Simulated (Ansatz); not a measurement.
# Two runs on C₂H₄SSi

System: C₂H₄SSi.
Method of run 1: RKS PBE0-D4/def2-TZVPP (Ansatz 0.2.0).

The geometry comes from this level: PBE0-D4/def2-TZVP. Text and figures count atoms from 1; the logs count them from 0 in places.

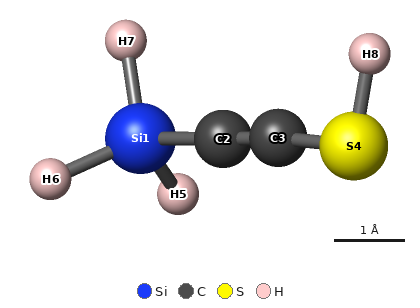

The structure as given in the input (ball-and-stick view, seen at a tilt; atoms are numbered from 1 in the order of the input). Bond lengths as drawn: C–C 1.21 Å, C–S 1.68 Å, C–Si 1.82 Å, H–S 1.35 Å and H–Si 1.48 Å.

## Input, run 1
```yaml
crystal:
  periodic: [false, false, false]
  atoms:
    - {symbol: Si, position_ang: [-0.315292, 1.472240, -0.615073]}
    - {symbol: C, position_ang: [-0.112845, -0.193987, 0.079267]}
    - {symbol: C, position_ang: [0.040467, -1.305685, 0.541211]}
    - {symbol: S, position_ang: [0.116073, -2.848310, 1.189562]}
    - {symbol: H, position_ang: [-1.150976, 1.412343, -1.840213]}
    - {symbol: H, position_ang: [-0.967813, 2.361019, 0.378551]}
    - {symbol: H, position_ang: [1.025169, 2.010566, -0.955584]}
    - {symbol: H, position_ang: [1.457316, -2.965287, 1.166381]}
basis:
  gaussian: {orbitals: def2-TZVPP}
hamiltonian: {xc: pbe0, dispersion: d4}
output: {orbitals: {seedname: orbitals}}
```

Hardware: 4 CPU threads, shared host.

## Output (run 1)
```
Functional definition: PBE0
  parameter a = 0.25
  parameter kappa = 0.804
  parameter beta = 0.06672455060314922
  exchange = (1 - a)*pbe_x(kappa = kappa, mu = beta*pi^2/3) + a*exact_x
  correlation = pbe_c(beta = beta)
1202 factors; their error is unknown
mean field evaluation 1: about -20835.1002 eV, gradient 5.2e1 eV
mean field evaluation 2: about -20823.2276 eV, gradient 7.9e1 eV
mean field evaluation 4: about -20841.3451 eV, gradient 1.4e1 eV
mean field evaluation 8: about -20841.8198 eV, gradient 2.5e-1 eV
mean field evaluation 16: about -20841.8540 eV, gradient 8.5e-5 eV
mean field -20841.85404218 eV, -765.9240089340 hartree, gradient 8.5e-5 eV, S^2 0.000000; 0 other end points of the search recorded, 0 dependent functions left out
reference -20841.85407380 eV, -765.9240100962 hartree; 23, 23 occupied and 179, 179 virtual orbitals, 1202 factors
Total energy: -20841.99344007 eV, -765.9291317119 hartree
```

The input of run 2 differs as follows (lines with − go, lines with + come):
```diff
-  gaussian: {orbitals: def2-TZVPP}
+  gaussian: {orbitals: def2-SVP}
```

How does run 2 compare with run 1?

The total energy of run 2 is 206.4 kcal/mol higher, which measures the change of basis and not a stability. The HOMO goes from −7.02 to −6.94 eV. The LUMO goes from −0.81 to −0.58 eV. The basis functions go from 202 to 84.

## Output (run 2)
```
Functional definition: PBE0
  parameter a = 0.25
  parameter kappa = 0.804
  parameter beta = 0.06672455060314922
  exchange = (1 - a)*pbe_x(kappa = kappa, mu = beta*pi^2/3) + a*exact_x
  correlation = pbe_c(beta = beta)
823 factors; integrals over basis functions are off by at most 1.1e-3 eV
mean field evaluation 1: about -20828.0156 eV, gradient 4.2e1 eV
mean field evaluation 2: about -20822.2598 eV, gradient 5.9e1 eV
mean field evaluation 4: about -20832.6588 eV, gradient 7.8e0 eV
mean field evaluation 8: about -20832.9015 eV, gradient 1.7e-1 eV
mean field evaluation 16: about -20832.9016 eV, gradient 5.3e-5 eV
mean field -20832.90157413 eV, -765.5950118015 hartree, gradient 5.3e-5 eV, S^2 0.000000; 0 other end points of the search recorded, 0 dependent functions left out
reference -20832.90159972 eV, -765.5950127417 hartree; 23, 23 occupied and 61, 61 virtual orbitals, 823 factors
Total energy: -20833.04096598 eV, -765.6001343574 hartree
```

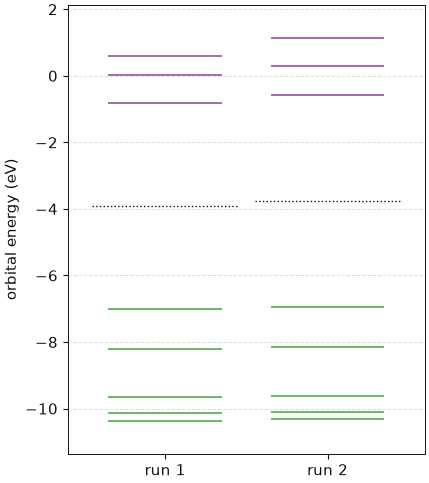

The five highest filled and three lowest empty orbital energies of the two runs; the dotted lines part filled from empty levels. The HOMO–LUMO gap is 6.21 eV in run 1 and 6.36 eV in run 2.

## The two runs side by side

```csv
quantity,run 1,run 2
outcome,converged,converged
total energy (hartree),−765.929132,−765.600134
HOMO (eV),−7.02,−6.94
LUMO (eV),−0.81,−0.58
basis functions,202,84
wall time (shared host),1.4 s,0.55 s
```
